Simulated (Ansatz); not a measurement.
Nudged elastic band of CH5NOSSi

- system: CH5NOSSi
- method: RKS PBE0/6-31G (Ansatz 0.2.0)

One setting was made poor on purpose. It belongs to a series of runs on one base structure; here: band between the two ends. Figures and captions count atoms from 1; the log counts them from 0 in places.

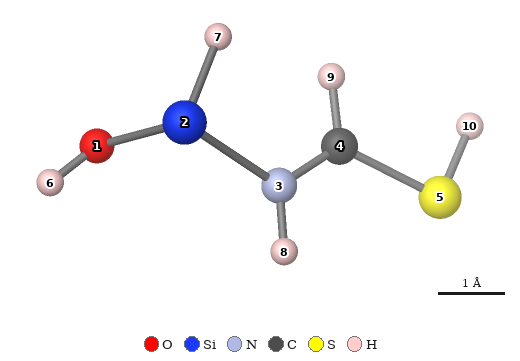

Fig. 1: The input geometry (ball-and-stick view, seen at a tilt; atoms are numbered from 1 in the order of the input).

Input
```yaml
crystal:
  periodic: [false, false, false]
  atoms:
    - { symbol: O, position_ang: [-1.388432, -0.463045, 2.18509] }
    - { symbol: Si, position_ang: [0.338236, -0.580655, 1.77583] }
    - { symbol: "N", position_ang: [0.098069, -0.631686, -0.228659] }
    - { symbol: C, position_ang: [0.378548, 0.350098, -1.006779] }
    - { symbol: S, position_ang: [0.603395, 0.209553, -2.792968] }
    - { symbol: H, position_ang: [-1.758225, -1.213552, 2.675995] }
    - { symbol: H, position_ang: [0.621579, 0.943386, 1.606503] }
    - { symbol: H, position_ang: [-0.1045, -1.544994, -0.632447] }
    - { symbol: H, position_ang: [0.542733, 1.326155, -0.559609] }
    - { symbol: H, position_ang: [0.751696, 1.553741, -3.019955] }
basis:
  gaussian: { orbitals: "6-31G" }
hamiltonian:
  xc: pbe0
neb:
  order_check: false
  images: 5
  f_tol: 0.2
  max_iterations: 56
  final_atoms:
    - { symbol: O, position_ang: [-1.12744881, -1.09232682, 2.31803277] }
    - { symbol: Si, position_ang: [0.49802539, -0.66197136, 1.79364109] }
    - { symbol: "N", position_ang: [0.11528854, -0.63259176, -0.20103689] }
    - { symbol: C, position_ang: [0.36238176, 0.35015003, -0.99022063] }
    - { symbol: S, position_ang: [0.55609425, 0.2054486, -2.78052184] }
    - { symbol: H, position_ang: [-1.86868045, -0.46720978, 2.29421515] }
    - { symbol: H, position_ang: [0.42071558, 0.91871663, 1.73559365] }
    - { symbol: H, position_ang: [-0.07437523, -1.55359664, -0.59636661] }
    - { symbol: H, position_ang: [0.5217013, 1.33169018, -0.55329099] }
    - { symbol: H, position_ang: [0.67939667, 1.55069192, -3.0170447] }
  initial_path:
    images:
      - { positions_ang: [[-1.388432, -0.463045, 2.18509], [0.338236, -0.580655, 1.77583], [0.098069, -0.631686, -0.228659], [0.378548, 0.350098, -1.006779], [0.603395, 0.209553, -2.792968], [-1.758225, -1.213552, 2.675995], [0.621579, 0.943386, 1.606503], [-0.1045, -1.544994, -0.632447], [0.542733, 1.326155, -0.559609], [0.751696, 1.553741, -3.019955]] }
      - { positions_ang: [[-1.27697102, -0.29535962, 2.09250234], [0.30495575, -0.50472349, 1.52084301], [-0.04709513, -0.77199763, -0.26726024], [0.12351216, 0.24679733, -1.06626417], [0.74125523, 0.29854872, -2.55035058], [-1.6055336, -1.02163529, 2.64500447], [0.84554884, 0.86676161, 1.40456079], [0.06370133, -1.59690299, -0.6650176], [-0.0144633, 1.17307461, -0.6689328], [0.94818873, 1.55443775, -2.44208422]] }
      - { positions_ang: [[-1.16551003, -0.12767423, 1.99991468], [0.27167549, -0.42879197, 1.26585603], [-0.19225926, -0.91230927, -0.30586147], [-0.13152368, 0.14349666, -1.12574934], [0.87911546, 0.38754445, -2.30773316], [-1.45284219, -0.82971858, 2.61401393], [1.06951868, 0.79013722, 1.20261859], [0.23190266, -1.64881198, -0.69758821], [-0.57165961, 1.01999422, -0.7782566], [1.14468147, 1.55513449, -1.86421345]] }
      - { positions_ang: [[-1.05404905, 0.04001115, 1.90732702], [0.23839524, -0.35286046, 1.01086904], [-0.3374234, -1.0526209, -0.34446271], [-0.38655952, 0.04019598, -1.18523452], [1.0169757, 0.47654017, -2.06511574], [-1.30015079, -0.63780187, 2.5830234], [1.29348853, 0.71351283, 1.00067638], [0.40010399, -1.70072097, -0.73015881], [-1.12885591, 0.86691383, -0.8875804], [1.3411742, 1.55583124, -1.28634267]] }
      - { positions_ang: [[-1.07851563, -0.33743484, 2.04422894], [0.32493862, -0.45589743, 1.27179306], [-0.18651942, -0.91261119, -0.2966541], [-0.13691242, 0.143514, -1.12022989], [0.86334855, 0.38617632, -2.30358444], [-1.48966067, -0.58093784, 2.48675399], [1.00256421, 0.7819141, 1.2456488], [0.24194425, -1.65167953, -0.68556141], [-0.57867017, 1.02183928, -0.7761506], [1.12058169, 1.55411813, -1.86324335]] }
      - { positions_ang: [[-1.10298222, -0.71488083, 2.18113086], [0.411482, -0.55893439, 1.53271707], [-0.03561544, -0.77260147, -0.2488455], [0.11273467, 0.24683202, -1.05522526], [0.7097214, 0.29581246, -2.54205314], [-1.67917056, -0.52407381, 2.39048457], [0.71163989, 0.85031536, 1.49062122], [0.08378451, -1.60263808, -0.64096401], [-0.02848444, 1.17676473, -0.66472079], [0.89998918, 1.55240502, -2.44014402]] }
      - { positions_ang: [[-1.12744881, -1.09232682, 2.31803277], [0.49802539, -0.66197136, 1.79364109], [0.11528854, -0.63259176, -0.20103689], [0.36238176, 0.35015003, -0.99022063], [0.55609425, 0.2054486, -2.78052184], [-1.86868045, -0.46720978, 2.29421515], [0.42071558, 0.91871663, 1.73559365], [-0.07437523, -1.55359664, -0.59636661], [0.5217013, 1.33169018, -0.55329099], [0.67939667, 1.55069192, -3.0170447]] }
```

Run as:
```bash
ansatz run input.yaml --threads 1 --pin off --max-ram 2048MiB --backend cpu --events-out ev --progress --plain --runs-dir out
```

What the program printed
```
Engine: ansatz 0.2.0, x86_64-unknown-linux-gnu
Functional definition: PBE0
  parameter a = 0.25
  parameter kappa = 0.804
  parameter beta = 0.06672455060314922
  exchange = (1 - a)*pbe_x(kappa = kappa, mu = beta*pi^2/3) + a*exact_x
  correlation = pbe_c(beta = beta)
842 factors; integrals over basis functions are off by at most 2.1e-4 eV
mean field evaluation 1: about -23344.1776 eV, gradient 6.0e1 eV
mean field evaluation 2: about -23251.7796 eV, gradient 1.6e2 eV
mean field evaluation 4: about -23350.9279 eV, gradient 1.2e1 eV
mean field evaluation 8: about -23351.3091 eV, gradient 1.5e-1 eV
mean field evaluation 16: about -23351.3676 eV, gradient 5.3e-5 eV
mean field -23351.36758919 eV, -858.1469307773 hartree, gradient 5.3e-5 eV, S^2 0.000000; 0 other end points of the search recorded, 0 dependent functions left out
the calculation of the forces begins
reference -23351.36761705 eV, -858.1469318012 hartree; 28, 28 occupied and 35, 35 virtual orbitals, 842 factors
842 factors; integrals over basis functions are off by at most 2.1e-4 eV
mean field evaluation 32: about -23351.3219 eV, gradient 2.4e-4 eV
mean field -23351.32190786 eV, -858.1452520193 hartree, gradient 5.2e-5 eV, S^2 0.000000; 0 other end points of the search recorded, 0 dependent functions left out
[... from here on the field's lines of each further geometry are left out, up to the last ...]
NEB iter   1: max|band force component| = 5.285e1 eV/Å  barrier→ = 8.8759 eV  barrier← = 8.8302 eV  Δτ_max = 0.1990 Å  (192 SCF iters)
NEB iter   2: max|band force component| = 6.222e0 eV/Å  barrier→ = 1.9326 eV  barrier← = 1.8869 eV  Δτ_max = 0.2000 Å  (162 SCF iters)
NEB iter   3: max|band force component| = 3.444e0 eV/Å  barrier→ = 1.0019 eV  barrier← = 0.9562 eV  Δτ_max = 0.1982 Å  (154 SCF iters)
NEB iter   4: max|band force component| = 1.408e0 eV/Å  barrier→ = 0.7722 eV  barrier← = 0.7265 eV  Δτ_max = 0.2000 Å  (157 SCF iters)
NEB iter   5: max|band force component| = 8.678e-1 eV/Å  barrier→ = 0.5455 eV  barrier← = 0.4998 eV  Δτ_max = 0.2000 Å  (164 SCF iters)
NEB iter   6: max|band force component| = 1.127e0 eV/Å  barrier→ = 0.4700 eV  barrier← = 0.4243 eV  Δτ_max = 0.1009 Å  (155 SCF iters)
NEB iter   7: max|band force component| = 1.062e0 eV/Å  barrier→ = 0.4191 eV  barrier← = 0.3735 eV  Δτ_max = 0.1005 Å  (158 SCF iters)
NEB iter   8: max|band force component| = 9.940e-1 eV/Å  barrier→ = 0.4093 eV  barrier← = 0.3636 eV  Δτ_max = 0.1991 Å  (156 SCF iters)
NEB iter   9: max|band force component| = 1.497e0 eV/Å  barrier→ = 0.3357 eV  barrier← = 0.2900 eV  Δτ_max = 0.1995 Å  (153 SCF iters)
NEB iter  10: max|band force component| = 2.093e0 eV/Å  barrier→ = 0.3281 eV  barrier← = 0.2824 eV  Δτ_max = 0.2000 Å  (155 SCF iters)
NEB iter  11: max|band force component| = 2.158e0 eV/Å  barrier→ = 0.4361 eV  barrier← = 0.3904 eV  Δτ_max = 0.2000 Å  (162 SCF iters)
NEB iter  12: max|band force component| = 1.905e0 eV/Å  barrier→ = 0.3633 eV  barrier← = 0.3176 eV  Δτ_max = 0.1932 Å  (154 SCF iters)
NEB iter  13: max|band force component| = 1.089e0 eV/Å  barrier→ = 0.2204 eV  barrier← = 0.1748 eV  Δτ_max = 0.1640 Å  (155 SCF iters)
NEB iter  14: max|band force component| = 1.246e0 eV/Å  barrier→ = 0.2243 eV  barrier← = 0.1786 eV  Δτ_max = 0.1784 Å  (156 SCF iters)
NEB iter  15: max|band force component| = 1.327e0 eV/Å  barrier→ = 0.2447 eV  barrier← = 0.1990 eV  Δτ_max = 0.2000 Å  (154 SCF iters)
NEB iter  16: max|band force component| = 1.609e0 eV/Å  barrier→ = 0.2958 eV  barrier← = 0.2501 eV  Δτ_max = 0.1969 Å  (155 SCF iters)
NEB iter  17: max|band force component| = 1.000e0 eV/Å  barrier→ = 0.2824 eV  barrier← = 0.2367 eV  Δτ_max = 0.1880 Å  (163 SCF iters)
NEB iter  18: max|band force component| = 1.239e0 eV/Å  barrier→ = 0.2665 eV  barrier← = 0.2208 eV  Δτ_max = 0.0999 Å  (154 SCF iters)
NEB iter  19: max|band force component| = 6.586e-1 eV/Å  barrier→ = 0.2032 eV  barrier← = 0.1575 eV  Δτ_max = 0.1006 Å  (156 SCF iters)
NEB iter  20: max|band force component| = 4.254e-1 eV/Å  barrier→ = 0.1638 eV  barrier← = 0.1181 eV  CI = image 3  Δτ_max = 0.1997 Å  (156 SCF iters)
NEB iter  21: max|band force component| = 6.925e-1 eV/Å  barrier→ = 0.1813 eV  barrier← = 0.1357 eV  CI = image 3  Δτ_max = 0.0486 Å  (155 SCF iters)
NEB iter  22: max|band force component| = 4.209e-1 eV/Å  barrier→ = 0.1687 eV  barrier← = 0.1231 eV  CI = image 3  Δτ_max = 0.0639 Å  (157 SCF iters)
NEB iter  23: max|band force component| = 2.266e-1 eV/Å  barrier→ = 0.1661 eV  barrier← = 0.1204 eV  CI = image 3  Δτ_max = 0.0789 Å  (145 SCF iters)
NEB iter  24: max|band force component| = 6.689e-2 eV/Å  barrier→ = 0.1621 eV  barrier← = 0.1165 eV  CI = image 3  Δτ_max = 0.1003 Å  (152 SCF iters)
the calculation of the forces begins
reference -23351.31641393 eV, -858.1450501211 hartree; 28, 28 occupied and 35, 35 virtual orbitals, 842 factors
842 factors; integrals over basis functions are off by at most 2.0e-4 eV
mean field evaluation 1024: about -23351.2119 eV, gradient 3.0e-4 eV
mean field -23351.21193049 eV, -858.1412104255 hartree, gradient 2.2e-5 eV, S^2 0.000000; 1 other end points of the search recorded, 0 dependent functions left out
the calculation of the forces begins
reference -23351.21195743 eV, -858.1412114156 hartree; 28, 28 occupied and 35, 35 virtual orbitals, 842 factors
NEB iter  25: max|band force component| = 1.721e-1 eV/Å  barrier→ = 0.1557 eV  barrier← = 0.1100 eV  CI = image 3  Δτ_max = 0.0000 Å  (178 SCF iters)
```

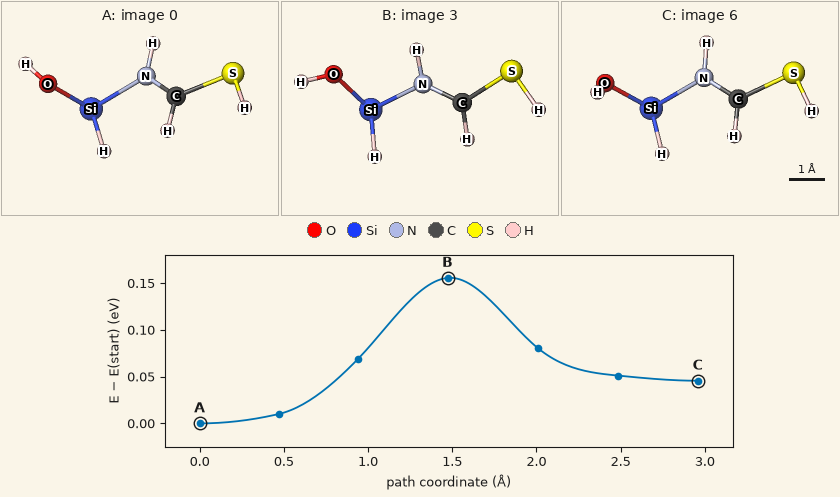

Fig. 2: Images of the last band (counted from 0; ball-and-stick, seen at a tilt) above the energy along the path; the line is a cubic interpolation that uses the forces. The highest image is number 3, 0.156 eV above the start and 0.110 eV above the end (the climbing image); the end lies 0.046 eV above the start. The path is 2.96 Å long. The band converged in 25 iterations.

```
Total energy: -23351.21195743 eV, -858.1412114156 hartree
Atom 0 at    -1.257736    -1.202752     1.904214 Å, force    -0.071087     0.015199    -0.014505 eV/Å
Atom 1 at     0.362595    -0.463009     1.797989 Å, force     0.052403     0.053439     0.028937 eV/Å
Atom 2 at     0.079839    -0.406394    -0.158952 Å, force     0.020764     0.070545     0.000671 eV/Å
Atom 3 at     0.542808     0.421428    -1.022355 Å, force     0.028677    -0.074359    -0.022757 eV/Å
Atom 4 at     0.505926     0.160127    -2.807520 Å, force    -0.026164     0.001920     0.007035 eV/Å
Atom 5 at    -1.818784    -1.136283     2.689572 Å, force     0.049895    -0.013590    -0.037268 eV/Å
Atom 6 at     0.069715     1.090079     1.867119 Å, force    -0.030523    -0.047772     0.034426 eV/Å
Atom 7 at    -0.441947    -1.231641    -0.458867 Å, force    -0.010935     0.009978     0.009824 eV/Å
Atom 8 at     1.040856     1.320857    -0.673494 Å, force    -0.017535    -0.019613     0.003314 eV/Å
Atom 9 at     0.999828     1.396589    -3.134705 Å, force     0.004504     0.004255    -0.009677 eV/Å
Dipole moment:     0.067447     0.546524    -0.794324 e Å
this run last wrote the band of iteration 25 to [file]; this run last wrote the band within `neb.f_tol` of iteration 24 to [file]
```

The last band as extended XYZ (Å, eV, eV/Å)
```
10
Properties=species:S:1:pos:R:3:forces:R:3 image=0 energy=-23351.36759
O    -1.3884   -0.4630    2.1851    0.0041   0.0000   0.0001
Si    0.3382   -0.5807    1.7758   -0.0035   0.0008   0.0001
N     0.0981   -0.6317   -0.2287   -0.0031  -0.0052   0.0101
C     0.3785    0.3501   -1.0068    0.0052   0.0047  -0.0070
S     0.6034    0.2096   -2.7930    0.0002  -0.0004  -0.0032
H    -1.7582   -1.2136    2.6760   -0.0004  -0.0004   0.0003
H     0.6216    0.9434    1.6065    0.0000   0.0005   0.0005
H    -0.1045   -1.5450   -0.6324    0.0000   0.0021  -0.0039
H     0.5427    1.3262   -0.5596   -0.0027  -0.0015   0.0024
H     0.7517    1.5537   -3.0200    0.0000  -0.0007   0.0005
10
Properties=species:S:1:pos:R:3:forces:R:3 image=1 energy=-23351.35755
O    -1.4088   -0.6066    2.1365   -0.0014   0.0250   0.0258
Si    0.3361   -0.5264    1.7897   -0.0029  -0.0015  -0.0154
N     0.0736   -0.5379   -0.1987   -0.0137  -0.0168   0.0192
C     0.4431    0.3820   -1.0136    0.0149  -0.0008  -0.0043
S     0.5352    0.1762   -2.8042    0.0079   0.0021  -0.0045
H    -1.6931   -1.3651    2.6700   -0.0008  -0.0066  -0.0076
H     0.5012    1.0201    1.6814    0.0098  -0.0046  -0.0061
H    -0.2879   -1.4149   -0.5716    0.0095  -0.0081  -0.0123
H     0.7714    1.3322   -0.6029   -0.0262   0.0062   0.0005
H     0.8123    1.4896   -3.0836    0.0028   0.0051   0.0047
10
Properties=species:S:1:pos:R:3:forces:R:3 image=2 energy=-23351.29904
O    -1.3983   -0.8711    1.9318   -0.0893   0.1682   0.0061
Si    0.3441   -0.4991    1.7941   -0.0422  -0.0052   0.0345
N     0.0977   -0.4707   -0.1662   -0.0189  -0.0140   0.0040
C     0.5102    0.4023   -1.0108    0.0450   0.0146  -0.0311
S     0.4843    0.1752   -2.7999   -0.0010  -0.0086   0.0028
H    -1.7134   -1.3336    2.7211    0.0933  -0.1396  -0.0221
H     0.3432    1.0681    1.7799    0.0315   0.0000  -0.0383
H    -0.3833   -1.3058   -0.5005    0.0021  -0.0117   0.0182
H     0.9481    1.3230   -0.6384   -0.0218  -0.0007   0.0201
H     0.8504    1.4605   -3.1080    0.0014  -0.0030   0.0057
10
Properties=species:S:1:pos:R:3:forces:R:3 image=3 energy=-23351.21193
O    -1.2577   -1.2028    1.9042   -0.0711   0.0152  -0.0145
Si    0.3626   -0.4630    1.7980    0.0524   0.0534   0.0289
N     0.0798   -0.4064   -0.1590    0.0208   0.0705   0.0007
C     0.5428    0.4214   -1.0224    0.0287  -0.0744  -0.0228
S     0.5059    0.1601   -2.8075   -0.0262   0.0019   0.0070
H    -1.8188   -1.1363    2.6896    0.0499  -0.0136  -0.0373
H     0.0697    1.0901    1.8671   -0.0305  -0.0478   0.0344
H    -0.4419   -1.2316   -0.4589   -0.0109   0.0100   0.0098
H     1.0409    1.3209   -0.6735   -0.0175  -0.0196   0.0033
H     0.9998    1.3966   -3.1347    0.0045   0.0043  -0.0097
10
Properties=species:S:1:pos:R:3:forces:R:3 image=4 energy=-23351.28684
O    -1.1009   -1.2965    2.1418    0.0542  -0.1377   0.0888
Si    0.4651   -0.5620    1.7925    0.0315   0.0277   0.0366
N     0.0643   -0.4339   -0.1708   -0.0290   0.0039  -0.0556
C     0.4849    0.4216   -1.0289    0.0301  -0.0248  -0.0588
S     0.4619    0.1739   -2.8196   -0.0155   0.0297   0.0243
H    -1.8809   -0.8356    2.4794   -0.0110   0.1314  -0.1113
H     0.1722    0.9844    1.9145   -0.0242  -0.0208   0.0683
H    -0.3954   -1.2863   -0.4941   -0.0193  -0.0109   0.0012
H     0.9453    1.3376   -0.6735   -0.0216   0.0211   0.0119
H     0.8665    1.4458   -3.1382    0.0048  -0.0196  -0.0055
10
Properties=species:S:1:pos:R:3:forces:R:3 image=5 energy=-23351.31639
O    -1.0714   -1.2069    2.2688    0.0022   0.0147   0.0016
Si    0.5102   -0.5615    1.8238   -0.0029  -0.0002   0.0037
N     0.1116   -0.5287   -0.1637    0.0010   0.0020  -0.0105
C     0.4162    0.3855   -1.0117   -0.0089  -0.0022   0.0035
S     0.4823    0.1427   -2.8005    0.0004   0.0041   0.0075
H    -1.8691   -0.6559    2.2995    0.0042   0.0018  -0.0098
H     0.2530    0.9980    1.8419    0.0046  -0.0086   0.0013
H    -0.1916   -1.4422   -0.5033    0.0061  -0.0084  -0.0009
H     0.7008    1.3651   -0.6394   -0.0071  -0.0033   0.0003
H     0.7412    1.4530   -3.1123    0.0004   0.0001   0.0034
10
Properties=species:S:1:pos:R:3:forces:R:3 image=6 energy=-23351.32191
O    -1.1274   -1.0923    2.3180   -0.0037  -0.0002  -0.0001
Si    0.4980   -0.6620    1.7936    0.0052  -0.0021   0.0024
N     0.1153   -0.6326   -0.2010   -0.0020   0.0070  -0.0017
C     0.3624    0.3502   -0.9902   -0.0001  -0.0145  -0.0050
S     0.5561    0.2054   -2.7805   -0.0013   0.0021   0.0036
H    -1.8687   -0.4672    2.2942    0.0005  -0.0001   0.0001
H     0.4207    0.9187    1.7356   -0.0006   0.0030   0.0013
H    -0.0744   -1.5536   -0.5964    0.0013  -0.0002  -0.0017
H     0.5217    1.3317   -0.5533    0.0003   0.0045   0.0009
H     0.6794    1.5507   -3.0170    0.0005   0.0005   0.0003
```

Key numbers

```csv
quantity,value
outcome,converged
"barrier, forward",0.156 eV
"barrier, backward",0.110 eV
hardware,"1 thread of Intel Xeon @ 2.70GHz, 189 GiB of memory available, shared host"
wall time,7.1 min
peak memory,0.16 GiB
```

Remarks

A deliberately poor setting: loose force. The order of the saddle point was not checked.
